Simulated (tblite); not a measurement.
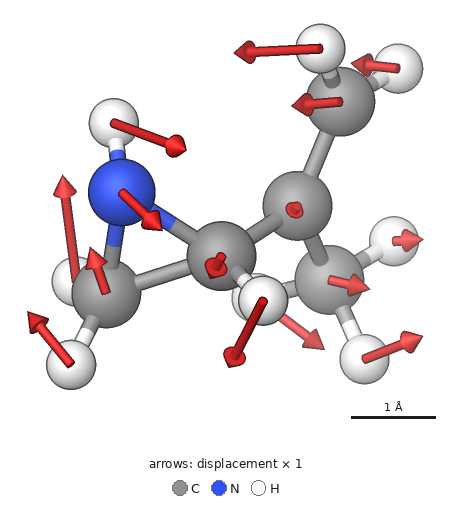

This is a relaxation of C₅H₉N. The starting structure is drawn; red arrows show the displacements, at their true length. The two geometries are superimposed by the best rigid fit.

A ball-and-stick model, seen at a tilt.

Computed with GFN2-xTB geometry optimisation, gas phase in tblite. 

**Which element moves most?**

Hydrogen: up to 1.51 Å, against 0.82 Å for nitrogen.

**Describe the change and its energy.**

Over 97 geometry steps the energy falls by 3.67 kcal/mol. The atom that moves furthest after the best rigid fit is an H atom (1.51 Å). By element the largest moves are H 1.51 Å, N 0.82 Å, C 0.73 Å. Among the contacts that change: C–C 1.348 → 1.327 Å, C–H 1.107 → 1.086 Å, C–N 1.465 → 1.449 Å, C–C 1.488 → 1.498 Å. Bond angles that change, for instance: C–C–N 118.1° → 122.2°, N–C–H 116.2° → 120.0°, C–N–H 111.1° → 114.1°. Groups turn about C–C by about 80°. Cost: 1.2 s on 1 thread of Intel(R) Xeon(R) Processor @ 2.50GHz (shared host).
